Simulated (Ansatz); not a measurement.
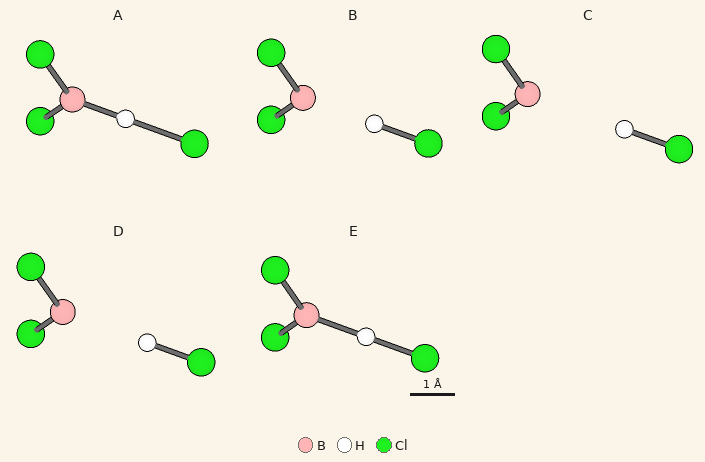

5 geometries from one relaxation of BHCl₃ (multiplicity 2), in shuffled order. The picture is a ball-and-stick view, seen from a free direction.

The run prepares an end point of a later path (reaction) calculation, from a guessed geometry.

Computed with UKS revPBE/def2-SVP in Ansatz. Settings: collinear spin; force threshold 0.03 eV/Å; at most 50 steps.

Order the frames from highest to lowest energy.

Answer. C, D, B, E, A. They are steps 0, 1, 2, 4, 9, at +5.40 kcal/mol, +4.33 kcal/mol, +3.95 kcal/mol, +1.78 kcal/mol relative to the last. The atom that moves furthest after the best rigid fit is the H atom (0.71 Å). Largest moves by element: H 0.71 Å, B 0.36 Å, Cl 0.36 Å. Among the contacts that change: B–H 2.385 → 1.311 Å, Cl–H 1.345 → 1.696 Å. New bonds form, among them: B–H (2.38 → 1.31 Å). Over 7 accepted moves (9 points after the start) the energy falls by 5.40 kcal/mol. The largest force component goes from 0.76 to 0.0056 eV/Å. The line search rejected the trial steps at points 5, 7 of the run. Cost: 15 s on 2 threads of Intel(R) Xeon(R) Platinum 8488C (Sapphire Rapids) (shared host), peak memory 0.17 GiB.

Limits of the set-up: the start holds two separate molecules, 2.4 Å apart at their closest, whose relative position is a soft coordinate and is computed without a dispersion correction.
